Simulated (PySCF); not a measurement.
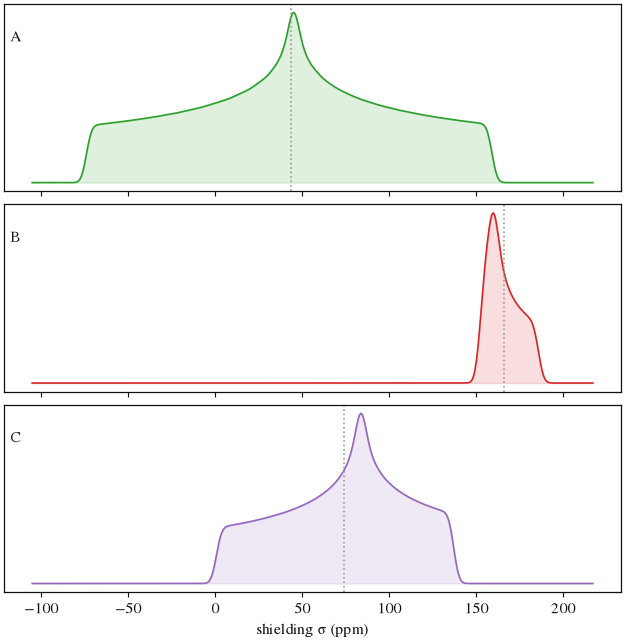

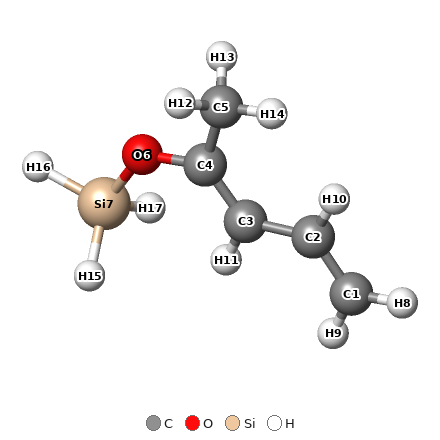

Static powder patterns (¹³C) from GIAO shielding tensors of C₅H₁₀OSi, SMILES C=C/C=C(\C)O[SiH3], PBE0/pcSseg-1 (IEF-PCM tetrahydrofuran), PySCF, at a PBE0-D3(BJ)/def2-SVP geometry (no frequency check); absolute shielding, one fixed geometry of the isolated molecule without any motion, no dipolar terms. The dotted line is the isotropic value; skew is 3(σiso − σ22)/span.

### The panels belong to C2, C3 and C5. Which is which?

panel A: C2, σ11, σ22, σ33 = −74, 45, 159 ppm, isotropic 43, span 233 ppm, skew −0.02; panel B: C5, σ11, σ22, σ33 = 152, 160, 186 ppm, isotropic 166, span 34 ppm, skew 0.54; panel C: C3, σ11, σ22, σ33 = 1, 84, 137 ppm, isotropic 74, span 136 ppm, skew −0.22.

Note: one conformer of a flexible molecule.
